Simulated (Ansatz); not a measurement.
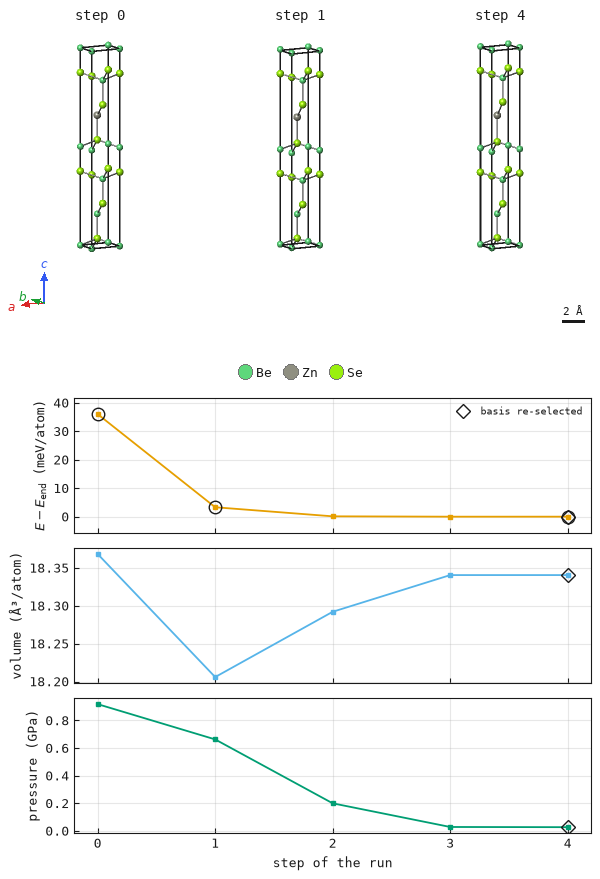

Frames of a relaxation of solid Be5ZnSe6 (a generated structure, set up in P3m1) (coarse preliminary run), marked on the history of the run. Style: ball-and-stick. Shown: the cell of the calculation, from a free direction.

Computed with DFT PBE, scalar-relativistic, plane waves, PAW (Ansatz 0.2.0). Set-up: plane-wave cutoff 420 eV; k-point mesh 6 × 6 × 1; occupations gaussian; smearing width 0.1 eV; no spin polarisation; cell and atoms relaxed; force threshold 0.04 eV/Å; at most 70 steps.

Q: Describe the path.

A: The energy falls by 36.0 meV per atom in 3 accepted moves (4 points after the start). The largest force component goes from 2 to 0.018 eV/Å. The pressure goes from 0.92 to 0.03 GPa. At 1 point the geometry stayed and the basis and grid were re-selected for the new cell (energy shift of less than 0.05 meV per atom at most each time). A Se atom moves most relative to the cell: 0.23 Å along +c. By element the largest moves are Se 0.23 Å, Be 0.17 Å, Zn 0.05 Å. The volume changes by −0.2 %, with a = b 3.731 → 3.724 Å (−0.2 %), c 18.280 → 18.321 Å (+0.2 %). Among the contacts that change: Se–Zn 2.285 → 2.452 Å, Se–Zn 2.285 → 2.389 Å, Be–Se 2.285 → 2.230 Å, Be–Se 2.285 → 2.271 Å. Among the angles between lasting bonds that change: Se–Zn–Se 109.5° → 102.4°, Zn–Se–Zn 109.5° → 102.4°, Be–Se–Zn 109.5° → 115.8°. The space group stays P3m1 (No. 156). The run took 49 s on 1 thread of Arm Neoverse V2, on a shared host, peak memory 0.46 GiB. From step 0 to 1: Se atoms move most (0.19 Å), volume −0.9 %, energy −32.7 meV per atom. From step 1 to 4: a Se atom moves most (0.04 Å), volume +0.7 %, energy −3.3 meV per atom.
